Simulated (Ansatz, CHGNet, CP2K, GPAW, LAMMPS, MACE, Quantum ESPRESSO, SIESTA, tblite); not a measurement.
# Running Zn40S29Se11 with crystalline order left by the classical run (80 atoms) with GPAW

Aim: run Zn40S29Se11 with crystalline order left by the classical run (80 atoms) in GPAW and see how near its forces come to a plane-wave reference, and at what cost.

Main program and level: GPAW 26.7.0; the method is named at each step.

**1. Starting point**

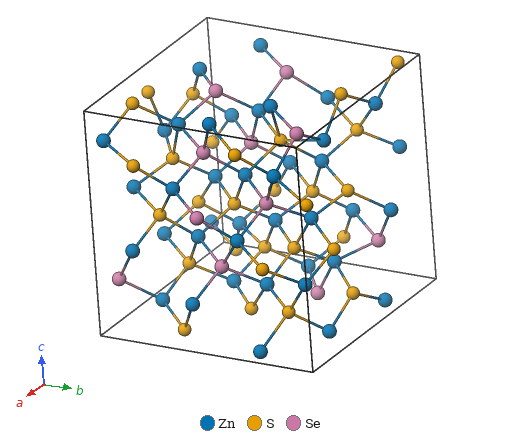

The cell as given, slightly off an axis (zinc blue, sulfur orange, selenium pink).

The cell holds 80 atoms: 40 Zn, 29 S and 11 Se. Cell: a = 11.843 Å, b = 11.843 Å, c = 11.843 Å, α = 90.0°, β = 90.0°, γ = 90.0°. 80 atoms (40 Zn, 29 S, 11 Se) placed at random at 4.41 g/cm³, melted at 2500 K for 10 ps at fixed volume with the Stillinger-Weber II-VI potential (Zhou et al., Phys. Rev. B 88, 085309 (2013)). Quenched from 2500 K to 300 K at 4 K/ps and fixed volume, annealed at 800 K for 50 ps, held 5 ps.

The yardstick, on the same geometry:

| Property | Result |
| --- | --- |
| method | Kohn-Sham DFT, PBE, PAW, plane waves (Ansatz 0.2.0); cutoff 420 eV, Γ point, fermi-dirac smearing of 0.05 eV; PAW set soft_2 |
| r.m.s. force component | 0.4208 eV/Å |
| longest force | 2.335 eV/Å |
| pressure | 1.128 GPa |
| gap (highest filled to lowest empty level) | 0.2294 eV |
| SCF cycles | 12 |
| time | 17 s on 8 threads of Arm Neoverse V2, shared host |
| CPU time | 2.2 min |

**2. PBE, LCAO dzp, h 0.2 Å**

Method: Kohn-Sham DFT, PBE, PAW, atomic orbitals (dzp).

Input file run.py:

```python
import numpy as np
from ase.io import read
from gpaw import GPAW, FermiDirac

atoms = read("structure.xyz")
atoms.calc = GPAW(
    mode="lcao",
    basis="dzp",
    h=0.2,
    xc="PBE",
    kpts={"size": (1, 1, 1), "gamma": True},
    occupations=FermiDirac(0.05),
    maxiter=200,
    symmetry={"point_group": False},
    txt="gpaw.txt",
)
energy = atoms.get_potential_energy(force_consistent=True)
forces = atoms.get_forces()
print(f"energy {energy:.6f} eV")
print("forces (eV/A)")
for i, (a, f) in enumerate(zip(atoms, forces)):
    print(f"{i:4d} {a.symbol:2s} {f[0]:10.5f} {f[1]:10.5f} {f[2]:10.5f}")
print(f"Fermi level {atoms.calc.get_fermi_level():.4f} eV")
for k in range(len(atoms.calc.get_ibz_k_points())):
    for s in range(atoms.calc.get_number_of_spins()):
        e = atoms.calc.get_eigenvalues(kpt=k, spin=s)
        n = np.searchsorted(e, atoms.calc.get_fermi_level())
        print(f"k {k} spin {s} levels about the Fermi level:", np.round(e[max(n - 6, 0):n], 4).tolist(), "|", np.round(e[n:n + 6], 4).tolist())
```

Input file structure.xyz:

```xyz
80
Lattice="11.84320 0.00000 0.00000 0.00000 11.84320 0.00000 0.00000 0.00000 11.84320" Properties=species:S:1:pos:R:3 pbc="T T T"
Zn 10.41692 7.23442 5.58738
Zn 2.74644 6.37827 0.92709
Zn 5.37598 9.41937 9.14745
Zn 4.10462 11.42229 0.52098
Zn 11.69090 5.23837 2.45071
Zn 3.66239 8.15878 7.13873
Zn 6.31894 4.33283 1.29766
Zn 3.35032 11.66401 4.99996
Zn 9.57842 2.25684 1.32857
Zn 3.93988 4.98338 9.38751
Zn 1.70400 2.03679 7.73633
Zn 10.53299 3.88256 7.83605
Zn 9.39557 8.93143 8.84036
Zn 6.64451 0.80498 3.35684
Zn 1.09490 0.06561 1.53523
Zn 1.95401 10.36612 9.81576
Zn 11.35656 8.66662 0.37069
Zn 8.47203 3.83637 4.46204
Zn 0.26150 10.50681 6.85899
Zn 1.77459 5.18590 5.79085
Zn 7.44629 2.56405 9.74518
Zn 0.82275 3.41961 11.27887
Zn 6.87521 9.32001 5.65809
Zn 4.97308 0.21495 8.01382
Zn 10.85619 0.37448 9.93692
Zn 11.73981 2.10252 4.77174
Zn 8.26158 10.72828 0.49102
Zn 8.73306 0.57593 6.64996
Zn 3.22076 2.96968 2.81679
Zn 9.93455 10.59493 3.62343
Zn 8.28692 7.41337 2.44207
Zn 3.78864 1.72082 10.98836
Zn 7.20398 5.96803 7.53074
Zn 6.35577 7.16135 10.98658
Zn 5.01133 6.11701 4.24875
Zn 5.26714 3.06016 6.16841
Zn 0.69626 6.91264 9.04714
Zn 4.86732 9.19151 2.51929
Zn 1.54980 8.38996 3.69863
Zn 9.52501 5.59425 11.10489
S 9.04063 1.04161 11.25661
S 10.12866 11.12432 7.98267
S 4.30725 4.96550 2.35372
S 6.81943 1.70151 7.54483
S 6.45348 7.95401 3.68726
S 9.50512 9.27725 1.78430
S 6.57238 4.84221 5.55458
S 2.23079 2.03750 0.87758
S 7.69962 2.73838 2.55564
S 8.03632 11.18685 4.79886
S 1.19214 3.82618 3.86586
S 4.77956 10.19652 6.38017
S 7.64479 6.03150 0.67163
S 10.75351 4.09609 0.54230
S 1.56271 8.97099 8.03549
S 10.66350 7.60630 10.27090
[... 20 atom lines left out ...]
Se 8.47026 7.82385 6.84940
Se 5.46315 3.57878 10.83653
Se 2.72642 10.43658 2.93984
Se 9.74008 5.82851 3.72682
```

Run with:

```console
OMP_NUM_THREADS=1 python run.py > output.txt
```

The program printed:

```text
energy -234.859095 eV
forces (eV/A)
   0 Zn    0.25215    0.42751   -0.46086
   1 Zn    0.14017   -0.39527    0.13674
   2 Zn    0.62710    0.76950    0.46857
   3 Zn    1.51678    0.23152   -0.08097
   4 Zn   -0.00907   -0.30606   -0.18301
   5 Zn   -0.27792    0.30581   -0.26792
   6 Zn   -0.38435   -0.74585    0.07447
   7 Zn   -0.05805   -0.03600   -0.00352
   8 Zn    0.19645   -0.44118   -0.38601
   9 Zn    0.44814    0.06005    0.17619
  10 Zn   -0.18750    0.30092    0.35617
  11 Zn    0.12346   -0.38816   -0.06023
  12 Zn   -0.21181    0.32605   -0.20040
  13 Zn   -0.06217   -0.56543   -0.08908
  14 Zn   -0.06640   -0.22344   -0.56359
  15 Zn   -0.48643    0.34751   -0.13235
  16 Zn   -0.28170    0.20115    0.07934
  17 Zn   -0.03267    0.20042    0.22992
  18 Zn   -0.31750    0.03904   -0.77228
  19 Zn    0.05834    0.03778   -0.71888
  20 Zn   -0.23551   -0.99211    0.09176
  21 Zn   -0.27069   -0.36845   -0.06611
  22 Zn    0.20747    0.05478   -0.46389
  23 Zn    0.82407   -0.04673    1.12696
[...]
72 Se   -0.01366   -0.91565    0.11509
  73 Se   -0.67108   -0.64516   -0.42503
  74 Se    0.50845    0.29247   -0.25134
  75 Se    0.03477    0.29961    0.18726
  76 Se   -0.16209    1.01940    0.11328
  77 Se   -0.53806    0.09151    0.07760
  78 Se    0.21543   -0.00486   -0.10954
  79 Se   -0.27471    0.24240    0.06881
Fermi level 5.0784 eV
k 0 spin 0 levels about the Fermi level: [3.693, 3.7255, 4.1416, 4.28, 4.6223, 4.9645] | [5.1923, 5.7703, 5.8948, 6.3958, 6.6771, 6.7176]
```

gpaw.txt:

```text
Input parameters:
  mode=LCAO(),
  basis={'default': 'dzp'},
  h=0.2,
  kpts=MonkhorstPack(size=(1, 1, 1), gamma=True),
  maxiter=200,
  occupations=Occupations(name='fermi-dirac', width=0.05, fixmagmom=False),
  symmetry=Symmetry(point_group=False),
  xc=XC(name='PBE')
Unit cell  # Å
| periodic |         x |         y |         z |   lengths |    angles |
|----------|-----------|-----------|-----------|-----------|-----------|
|      yes | 11.843200 |  0.000000 |  0.000000 | 11.843200 | 90.000000 |
|      yes |  0.000000 | 11.843200 |  0.000000 | 11.843200 | 90.000000 |
|      yes |  0.000000 |  0.000000 | 11.843200 | 11.843200 | 90.000000 |
Number of symmetries: 1
Symmetry operations  # r_c * U_cc + t_c -> r_c
|   | kind |            matrix            |
|---|------|------------------------------|
| 0 |  E   |  1, 0, 0,  0, 1, 0,  0, 0, 1 |
BZ-sampling:
  Number of BZ points: 1
  Number of IBZ points: 1
  Monkhorst-Pack size: [1, 1, 1]
  Monkhorst-Pack shift: [0, 0, 0]
[... lines left out ...]
  Fermi-Dirac:
    width: 0.0500  # eV
FastPoissonSolver using
    Stencil: 6*3+1=19 point O(h^6) finite-difference Laplacian
xc functional:
  name: PBE with 2 nearest neighbor stencil
interpolation: tri-quintic # 5. degree polynomial
Initialization done in: 11.242 s
convergence criteria:
- Maximum [total energy] change in last 3 cyles: 0.0005 eV / valence electron
- Maximum integral of absolute [dens]ity change: 0.0001 electrons / valence electron
- Maximum integral of absolute [eigenst]ate change: 4e-08 eV^2 / valence electron
maximum number of iterations: 200
SCF iterations
|iter     |      energy | eigst |  dens |
|---------|-------------|-------|-------|
|iter:   1| -241.356153 |      c|       |
|iter:   2| -239.415905 |      c| -1.35 |
|iter:   3| -235.168161 |      c| -1.39 |
|iter:   4| -236.687113 |      c| -1.79 |
|iter:   5| -235.270930 |      c| -1.89 |
|iter:   6| -234.929000 |      c| -2.19 |
|iter:   7| -234.859239 |      c| -2.52 |
|iter:   8| -234.840816c|      c| -2.93 |
|iter:   9| -234.826618c|      c| -3.23 |
|iter:  10| -234.831710c|      c| -3.47 |
|iter:  11| -234.827555c|      c| -3.53 |
|iter:  12| -234.828105c|      c| -4.06c|
Converged in 12 steps
SCF loop duration: 187.156 s (15.596 s/step)
Energy contributions relative to reference atoms: (reference = -2996462.896582)
Energy contributions:
  Kinetic:         425.114256
  Coulomb:        -341.515066
  Zero:              3.562522
  External:          0.000000
  Xc:             -321.958826
  Entropy:          -0.061980
  Spinorbit:         0.000000
  ----------------------------
  Free energy:    -234.859095
  Extrapolated:   -234.828105
dipole moment: (90.688563, -66.911820, -22.704014)  # |e|*Ang
Fermi level: 5.078
Eigenvalues  # (at kpt = [0.000, 0.000, 0.000])
| band index |      eig [eV] | occ [0-2] |
|------------|---------------|-----------|
|          0 |       -10.745 |     2.000 |
|        ... |               |           |
|        352 |         3.188 |     2.000 |
|        353 |         3.363 |     2.000 |
[...]
|        367 |         7.041 |     0.000 |
|        ... |               |           |
|        435 |        10.231 |     0.000 |
Gap: 0.228 eV
Transition (v -> c):
  (s=0, k=0, n=359, [0.00, 0.00, 0.00]) -> (s=0, k=0, n=360, [0.00, 0.00, 0.00])
No difference between direct/indirect transitions
Force computation time: 39.868  # s
timing:  # [seconds]
  Total:  238.297  # ━━━━━━━━━━━━━━━━━━━━━━━━━━━━━━━━━━━━━━━━━━━━━━━━━━━━━━━━
  Init:    11.242  # ━━╸
  SCF:    187.156  # ━━━━━━━━━━━━━━━━━━━━━━━━━━━━━━━━━━━━━━━━━━━━
  Forces:  39.868  # ━━━━━━━━━╸
```

The job ended after 4 min (1 thread of Arm Neoverse V2, shared host; peak memory 2 GiB).

Banners, paths, timers and routine set-up lines are dropped from the logs unmarked, and long logs keep their key lines alone; longer cuts are marked.

Compared with the plane-wave run:

* r.m.s. force component: 0.4308 eV/Å
* r.m.s. difference of force components: 32.38 meV/Å
* longest difference of force vectors: 265.9 meV/Å
* force difference over r.m.s. force: 7.696 %
* slope of forces against the reference's: 1.021
* correlation of force components: 0.9974
* gap (highest filled to lowest empty level): 0.2278 eV
* gap difference: -0.0016 eV

Length of the force difference by element (eV/Å):

| element | atoms | mean | most |
| --- | --- | --- | --- |
| S | 29 | 0.048 | 0.21 |
| Se | 11 | 0.052 | 0.27 |
| Zn | 40 | 0.038 | 0.11 |

Levels nearest the highest filled one (eV from it): -1.27, -1.24, -0.82, -0.68, -0.34, 0.00, 0.23, 0.81, 0.93, 1.43, 1.71, 1.75.

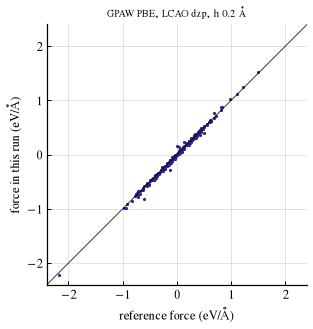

Force components against those of the reference; the line marks equality.

A closer look about Se73, one of the 11 Se atoms: 9 atoms, nearest first, numbered in the order of the input, with positions taken from that point.

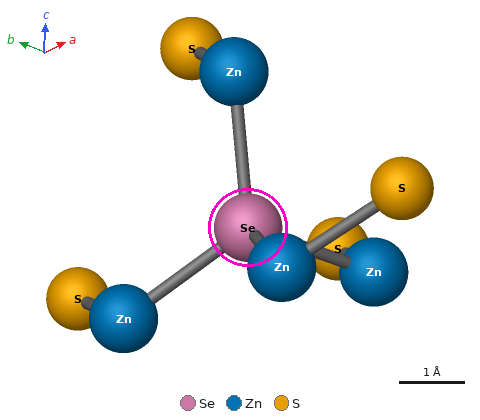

The atoms of the table, within 3.8 Å (arrows a, b, c point along x, y, z); some may hide others; the central atom is ringed.

| atom | x | y | z | distance (Å) | bonds | Fx | Fy | Fz (eV/Å) |
| --- | --- | --- | --- | --- | --- | --- | --- | --- |
| Se73 | 0.00 | 0.00 | 0.00 | 0.00 | 4 | -0.01 | -0.92 | 0.12 |
| Zn20 | -1.49 | 1.19 | -1.47 | 2.41 | 4 | 0.06 | 0.04 | -0.72 |
| Zn10 | 0.68 | 0.99 | 2.12 | 2.44 | 4 | 0.45 | 0.06 | 0.18 |
| Zn36 | 2.01 | -0.93 | -1.10 | 2.47 | 4 | 0.30 | -0.47 | 0.03 |
| Zn11 | -1.56 | -1.96 | 0.47 | 2.54 | 4 | -0.19 | 0.30 | 0.36 |
| S61 | -0.25 | 3.11 | -2.17 | 3.80 | 4 | 0.22 | -0.14 | 0.31 |
| S47 | 3.31 | 0.85 | -1.71 | 3.82 | 4 | -0.21 | 0.09 | -0.05 |
| S67 | -0.36 | -3.31 | 1.89 | 3.83 | 4 | 0.35 | -0.66 | -0.36 |
| S58 | 2.02 | 2.93 | 1.44 | 3.84 | 5 | -0.19 | -0.21 | -0.04 |

Atoms are counted from 1 here, from 0 in the log.

Forces lie 7.7 % from the reference's, at 1.8 times its CPU time (on 1 against 8 cores).

**3. PBE, plane waves 550 eV**

Method: Kohn-Sham DFT, PBE, PAW, plane waves.

Changes to run.py since step 2:

```diff
@@ -2,3 +2,4 @@
 from ase.io import read
-from gpaw import GPAW, FermiDirac
+from gpaw import GPAW, FermiDirac, PW
+from ase.parallel import parprint as print
 
@@ -6,5 +7,3 @@
 atoms.calc = GPAW(
-    mode="lcao",
-    basis="dzp",
-    h=0.2,
+    mode=PW(550),
     xc="PBE",
@@ -14,2 +13,3 @@
     symmetry={"point_group": False},
+    nbands=487,
     txt="gpaw.txt",
@@ -22,2 +22,6 @@
     print(f"{i:4d} {a.symbol:2s} {f[0]:10.5f} {f[1]:10.5f} {f[2]:10.5f}")
+stress = -atoms.get_stress(voigt=False) * 160.21766
+print("stress (GPa, compression positive)")
+for row in stress:
+    print(" ".join(f"{x:10.4f}" for x in row))
 print(f"Fermi level {atoms.calc.get_fermi_level():.4f} eV")
```

structure.xyz is that of step 2.

Run with:

```console
OMP_NUM_THREADS=1 mpirun -np 4 gpaw python run.py > output.txt
```

The program printed:

```text
energy -254.329432 eV
forces (eV/A)
   0 Zn    0.22578    0.41956   -0.43320
   1 Zn    0.12726   -0.38119    0.13771
   2 Zn    0.63068    0.69671    0.48687
   3 Zn    1.50201    0.14655   -0.02361
   4 Zn    0.00657   -0.28195   -0.18024
   5 Zn   -0.24617    0.33338   -0.22987
[...]
77 Se   -0.52123    0.07685    0.06183
  78 Se    0.24263   -0.01630   -0.12859
  79 Se   -0.29523    0.25958    0.06305
stress (GPa, compression positive)
    1.0569     0.6789    -0.9399
    0.6789     1.0888     0.8189
   -0.9399     0.8189     1.0716
Fermi level 5.0466 eV
k 0 spin 0 levels about the Fermi level: [3.6677, 3.6979, 4.1007, 4.2385, 4.579, 4.9312] | [5.1619, 5.7199, 5.8411, 6.3384, 6.6091, 6.6537]
```

gpaw.txt:

```text
Input parameters:
  mode=PW(ecut=550.0),
  kpts=MonkhorstPack(size=(1, 1, 1), gamma=True),
  maxiter=200,
  nbands=487,
  occupations=Occupations(name='fermi-dirac', width=0.05, fixmagmom=False),
[... lines left out ...]
  Converge bands: occupied
[... lines left out ...]
  Fermi-Dirac:
[... lines left out ...]
convergence criteria:
- Maximum [total energy] change in last 3 cyles: 0.0005 eV / valence electron
[... lines left out ...]
Converged in 20 steps
[... lines left out ...]
  Free energy:    -254.329432
[... lines left out ...]
Fermi level: 5.047
[... lines left out ...]
|        ... |               |           |
[...]
Gap: 0.231 eV
Transition (v -> c):
  (s=0, k=0, n=359, [0.00, 0.00, 0.00]) -> (s=0, k=0, n=360, [0.00, 0.00, 0.00])
No difference between direct/indirect transitions
Force computation time: 3.622  # s
Stress tensor  # eV/Ang^3
|         x |         y |         z |
|-----------|-----------|-----------|
[...]
| -0.004237 | -0.006796 | -0.005111 |
|  0.005866 | -0.005111 | -0.006689 |
Stress computation time: 17.880  # s
```

Run time: 4 min. Hardware: 4 MPI ranks; peak memory 3.2 GiB.

Numbers from this run, and their distance from the reference:

- r.m.s. force component: 0.4244 eV/Å
- r.m.s. difference of force components: 6.737 meV/Å
- longest difference of force vectors: 22.32 meV/Å
- force difference over r.m.s. force: 1.601 %
- slope of forces against the reference's: 1.008
- correlation of force components: 0.9999
- gap (highest filled to lowest empty level): 0.2307 eV
- gap difference: 0.0013 eV
- pressure: 1.072 GPa
- pressure difference: -0.0559 GPa

Against the first run (7.7 %), the force difference from the reference is 1.6 %, at 4.0 times the CPU time (on 4 against 1 cores) (20 SCF steps against 12).

The run ends at a pressure of 1.07 GPa, with forces up to 2.3 eV/Å.

**4. RPBE, LCAO dzp, h 0.2 Å**

Method: Kohn-Sham DFT, RPBE, PAW, atomic orbitals (dzp).

Changes to run.py since step 3:

```diff
@@ -2,4 +2,3 @@
 from ase.io import read
-from gpaw import GPAW, FermiDirac, PW
-from ase.parallel import parprint as print
+from gpaw import GPAW, FermiDirac
 
@@ -7,4 +6,6 @@
 atoms.calc = GPAW(
-    mode=PW(550),
-    xc="PBE",
+    mode="lcao",
+    basis="dzp",
+    h=0.2,
+    xc="RPBE",
     kpts={"size": (1, 1, 1), "gamma": True},
@@ -13,3 +14,2 @@
     symmetry={"point_group": False},
-    nbands=487,
     txt="gpaw.txt",
@@ -22,6 +22,2 @@
     print(f"{i:4d} {a.symbol:2s} {f[0]:10.5f} {f[1]:10.5f} {f[2]:10.5f}")
-stress = -atoms.get_stress(voigt=False) * 160.21766
-print("stress (GPa, compression positive)")
-for row in stress:
-    print(" ".join(f"{x:10.4f}" for x in row))
 print(f"Fermi level {atoms.calc.get_fermi_level():.4f} eV")
```

structure.xyz is that of step 3.

Run with:

```console
OMP_NUM_THREADS=1 python run.py > output.txt
```

The program printed:

```text
energy -199.129212 eV
forces (eV/A)
   0 Zn    0.27941    0.43595   -0.48991
   1 Zn    0.16131   -0.44871    0.15383
   2 Zn    0.65576    0.88392    0.34045
   3 Zn    1.42928    0.33036   -0.01233
   4 Zn    0.04640   -0.33125   -0.19325
   5 Zn   -0.25115    0.20733   -0.21787
   6 Zn   -0.40992   -0.83208    0.08405
   7 Zn   -0.06810   -0.10684    0.01837
   8 Zn    0.22724   -0.46458   -0.34348
   9 Zn    0.47341    0.03476    0.19635
  10 Zn   -0.22692    0.42978    0.28323
  11 Zn    0.15988   -0.37245   -0.07003
[...]
75 Se    0.00886    0.33271    0.18484
  76 Se   -0.17073    1.08184    0.09056
  77 Se   -0.53649    0.16434    0.11020
  78 Se    0.15916    0.04034   -0.16214
  79 Se   -0.30605    0.22173    0.06548
Fermi level 5.2985 eV
k 0 spin 0 levels about the Fermi level: [3.8554, 3.8871, 4.3097, 4.4579, 4.8087, 5.1966] | [5.4004, 5.9862, 6.1189, 6.616, 6.9041, 6.9462]
```

gpaw.txt:

```text
Input parameters:
  mode=LCAO(),
  basis={'default': 'dzp'},
  h=0.2,
  kpts=MonkhorstPack(size=(1, 1, 1), gamma=True),
  maxiter=200,
  occupations=Occupations(name='fermi-dirac', width=0.05, fixmagmom=False),
  symmetry=Symmetry(point_group=False),
  xc=XC(name='RPBE')
[... lines left out ...]
  Fermi-Dirac:
[... lines left out ...]
convergence criteria:
- Maximum [total energy] change in last 3 cyles: 0.0005 eV / valence electron
[... lines left out ...]
Converged in 13 steps
[... lines left out ...]
  Free energy:    -199.129212
[... lines left out ...]
Fermi level: 5.299
[... lines left out ...]
|          0 |       -10.547 |     2.000 |
|        ... |               |           |
|        352 |         3.341 |     2.000 |
|        353 |         3.523 |     2.000 |
[...]
|        367 |         7.267 |     0.000 |
|        ... |               |           |
|        435 |        10.444 |     0.000 |
Gap: 0.204 eV
Transition (v -> c):
  (s=0, k=0, n=359, [0.00, 0.00, 0.00]) -> (s=0, k=0, n=360, [0.00, 0.00, 0.00])
No difference between direct/indirect transitions
Force computation time: 38.566  # s
timing:  # [seconds]
  Total:  247.981  # ━━━━━━━━━━━━━━━━━━━━━━━━━━━━━━━━━━━━━━━━━━━━━━━━━━━━━━━━
  Init:    11.256  # ━━╸
  SCF:    198.128  # ━━━━━━━━━━━━━━━━━━━━━━━━━━━━━━━━━━━━━━━━━━━━╸
  Forces:  38.566  # ━━━━━━━━╸
```

Elapsed: 4.2 min, on 1 thread; peak memory 2 GiB.

Compared with the plane-wave run:

| Item | Value |
| --- | --- |
| r.m.s. force component | 0.4326 eV/Å |
| r.m.s. difference of force components | 64 meV/Å |
| longest difference of force vectors | 330.9 meV/Å |
| force difference over r.m.s. force | 15.21 % |
| slope of forces against the reference's | 1.017 |
| correlation of force components | 0.9891 |
| gap (highest filled to lowest empty level) | 0.2038 eV |
| gap difference | -0.0256 eV |

Against the first run (7.7 %), the force difference from the reference is 15 %, at 1.0 times the CPU time; the model has changed, so this is no error of the program alone.

(Part 1 of 2 ends here.)

[Also dropped from logs without a mark: logging warnings of Python, and SIESTA's first energy breakdown and zero terms.]

[Logs are printed without paths, hosts, clocks, repeated set-up lines and the standing remarks that a program may print on its own settings, such as how far it seeks lower states.]

[Hosts, paths, dates, database ids (printed as entryN), source tags and the programs' standing remarks are cut or masked in the printed files.]
